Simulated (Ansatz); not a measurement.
ClGeH$_{5}$N$_{2}$

The calculation's input:

```
crystal:
  periodic: [false, false, false]
  atoms:
    - {symbol: Cl, position_ang: [1.141590, -2.493878, -0.430521]}
    - {symbol: Ge, position_ang: [-0.927953, -2.107852, -1.226101]}
    - {symbol: N, position_ang: [-1.399909, -0.642648, -2.003232]}
    - {symbol: N, position_ang: [-1.618659, -1.417100, 0.594822]}
    - {symbol: H, position_ang: [-1.205127, -0.598706, -3.006608]}
    - {symbol: H, position_ang: [-1.531774, -3.535938, -1.228208]}
    - {symbol: H, position_ang: [-2.426469, -1.887396, 1.008353]}
    - {symbol: H, position_ang: [-1.876067, -0.466164, 0.296818]}
    - {symbol: H, position_ang: [-0.855363, -1.378490, 1.275347]}
basis:
  gaussian:
    orbitals: def2-TZVPD
hamiltonian:
  xc: {name: PBE0}
output:
  forces: true
  orbitals: {seedname: orbitals}
```

Run with:

```sh
ansatz run input.yaml --threads 2 --pin off --max-ram 4350MiB --events-out events.jsonl --progress --plain --runs-dir runs
```

Geometry: B3LYP-D3(BJ)/def2-SVP.

Level of theory: isolated molecule in a Gaussian basis; Kohn-Sham density functional theory, functional PBE0 (Ansatz 0.2.0).

Question: What will maps of the electron density and electron localisation function show?

Answer: Ge–N (1.72 Å): ρ at the midpoint is about 1.2 e/Å³; the ELF peaks at about 0.80 in the valence shell of N, 0.6 Å from its nucleus, and is about 0.40 at the midpoint.
N–H (1.02 Å): ρ at the midpoint is about 2.8 e/Å³; the ELF climbs to about 1 towards the hydrogen, as it does in any bond to H: a covalent bond by its length.

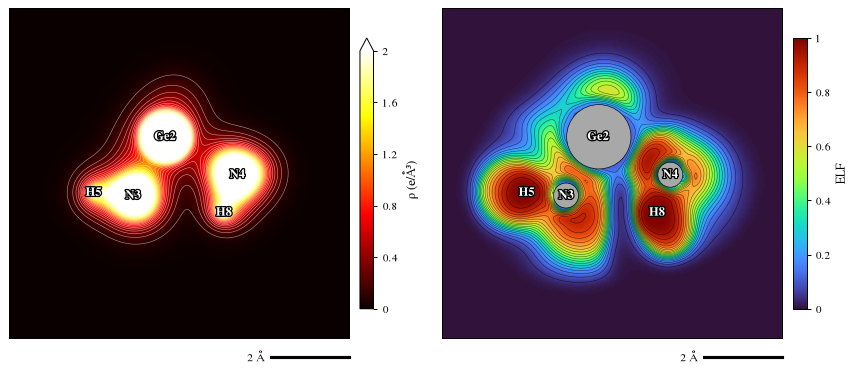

Computed electron density and electron localisation function on the plane of atoms Ge2, N4 and H8, in this order. Grey discs cover the atomic cores in the ELF map. 
